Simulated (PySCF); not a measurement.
AlCl$_{3}$, SMILES `Cl[Al](Cl)Cl`.

PySCF calculation, ωB97X/def2-TZVP, gas phase; geometry: GFN2-xTB. No frequency check shows the geometry to be a minimum. GFN2-xTB bond lengths at metals and heavier atoms can be off by up to 0.1 Å and shapes distorted, which carries into these values.

Geometry (Å), atoms numbered from 1:

```
Cl1      1.0151    1.7579    0.0000
Al2     -0.0002    0.0000    0.0000
Cl3      1.0149   -1.7580    0.0000
Cl4     -2.0298    0.0001    0.0000
```

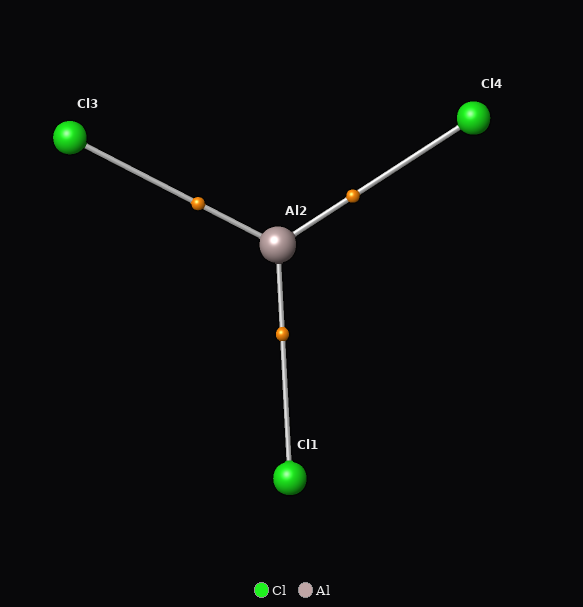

Molecular graph of the electron density (QTAIM): bond paths, bond critical points (orange), ring points (yellow, if any); weak paths are dashed.

How many critical points of each kind are there, and does the count close?

Answer. 4 nuclei, 3 bond, 0 ring and 0 cage critical points: 4 − 3 + 0 − 0 = 1, as the Poincaré–Hopf relation requires.

What does the calculation give at each kind of bond critical point?

Answer.
```tsv
bond	length (Å)	ρ (a.u.)	∇²ρ (a.u.)	ε	H (a.u.)
Al2–Cl4 (3 alike)	2.030	0.087	+0.37	0.05	−0.022
```

What kind of interaction is Al2–Cl4?

Answer. Polar or intermediate (positive Laplacian, negative energy density H): ρ = 0.087, ∇²ρ = +0.37, H = −0.022 a.u.
